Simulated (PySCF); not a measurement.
**AlI$_{3}$, SMILES `I[Al](I)I`: what the electrons do**

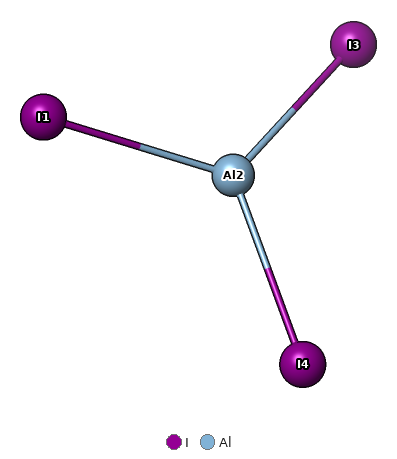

The molecule, with its atoms numbered as below. No frequency check shows the geometry to be a minimum.

Cartesian coordinates (Å):

```
I1      -1.8281   -1.7232    0.0000
Al2     -0.0007    0.0000    0.0000
I3      -0.5781    2.4449    0.0000
I4       2.4065   -0.7217    0.0000
```

### 1. Bonding charge

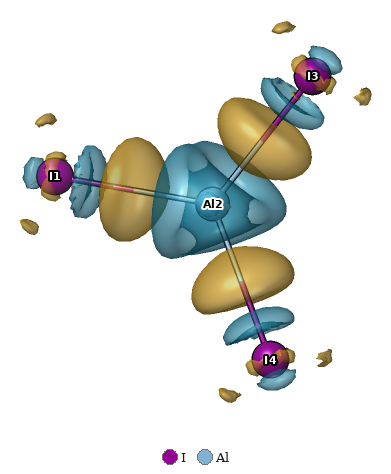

Deformation density (molecule less spherical, spin-averaged free atoms at the same positions), surfaces at ±0.04 e/Å³; yellow: gain, teal: loss.

Method: ωB97X/def2-TZVP; geometry: GFN2-xTB; program: PySCF. Core potentials replace the inner electrons of I; spin–orbit coupling isn't included.

**How much density has each bond gained at its critical point, relative to the free atoms?**

I1–Al2, Al2–I3 and Al2–I4: +0.08 e/Å³ at the bond critical point (bond length 2.51 Å, Mayer order 1.3). In all, 1.0 electrons gather in the regions of gain relative to the promolecule. A small or negative value marks a very polar bond, one between electron-rich atoms, whose free-atom densities already overlap strongly, a long bond to a heavier atom, or a closed-shell contact such as a hydrogen bond.

**Where do the Hirshfeld charges lie?**

The highest Hirshfeld charge is on Al2 (+0.34 e), the lowest on I1, I3 and I4 (−0.12 e).

| atom | charge (e) |
| --- | --- |
| I1 | −0.12 |
| Al2 | +0.34 |
| I3 | −0.12 |
| I4 | −0.12 |

### 2. Bond critical points

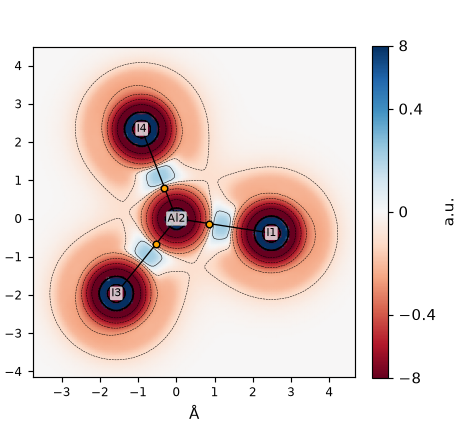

Negative Laplacian of the density (−∇²ρ) in the molecular plane (blue positive, red negative, colour scale in a.u., logarithmic beyond ±0.04), with bond paths and bond critical points (dots).

**At which bond critical points in this plane is charge locally concentrated, and at which depleted?**

At none is it concentrated. Depleted (∇²ρ > 0): I1–Al2, Al2–I3 and Al2–I4 (+0.08 a.u., H = −0.020).

**Where along I1–Al2 does the critical point lie?**

1.64 Å from I1 and 0.87 Å from Al2.

### 3. Local ionisation energy

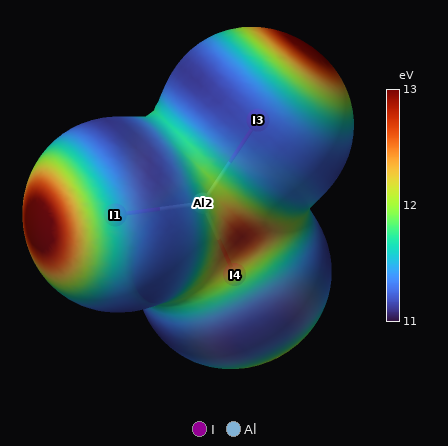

Average local ionisation energy on the surface of electron density 0.001 a.u.

**Where are the most loosely bound electrons on this surface?**

The lowest value is 11.1 eV, 2.4 Å from I4, and at like points elsewhere. For comparison, the highest occupied orbital lies at −9.9 eV.

### 4. In an electric field

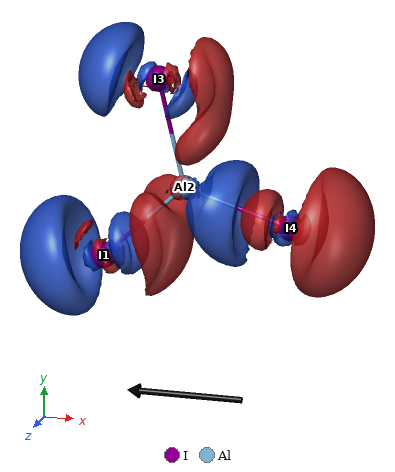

Change of the electron density in a uniform field of 0.21 V/Å along −x (arrow), surfaces at ±0.002 e/Å³ (red: gain, blue: loss).

PySCF calculation, ωB97X/def2-TZVP, gas phase; geometry: GFN2-xTB. Core potentials replace the inner electrons of I; spin–orbit coupling isn't included. A basis without diffuse functions makes polarisabilities too small.

The field was applied in both directions; the picture shows the one opposite to the script's first.

**What dipole is induced, and what polarisability does it imply?**

The induced dipole is 1.48 D (along the field); α along this axis, from the fields in both directions, is 145 bohr³ (21.6 Å³).

### 5. Removing or adding an electron

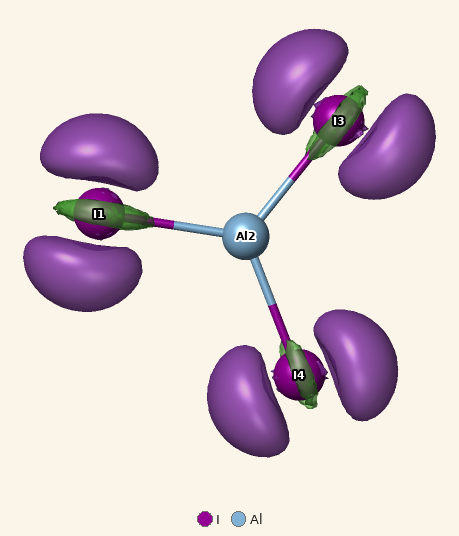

Fukui function f⁻ = ρ(N) − ρ(N−1) at fixed geometry, surfaces at ±0.015 e/Å³ (purple positive, green negative).

PySCF calculation, ωB97X/def2-TZVP, gas phase; geometry: GFN2-xTB. Core potentials replace the inner electrons of I; spin–orbit coupling isn't included.

**On which atoms does the density change most on removal of an electron?**

f⁻ (Hirshfeld-condensed) is largest on I1, I3 and I4 (0.31 each); the vertical ionisation energy is 9.90 eV (the stability of the cation's solution wasn't checked). Condensed values hint at sites of electrophilic attack but needn't mark the atom that reacts. Orbital relaxation makes it negative in places (0.10 e in all).

| atom | f⁻ | charge |
| --- | --- | --- |
| I1 | +0.32 | −0.12 |
| Al2 | +0.06 | +0.34 |
| I3 | +0.32 | −0.12 |
| I4 | +0.30 | −0.12 |

The PySCF runs shown took 34 s, 80 s and 2.3 min on 1 thread of Arm Neoverse V1 (shared host).
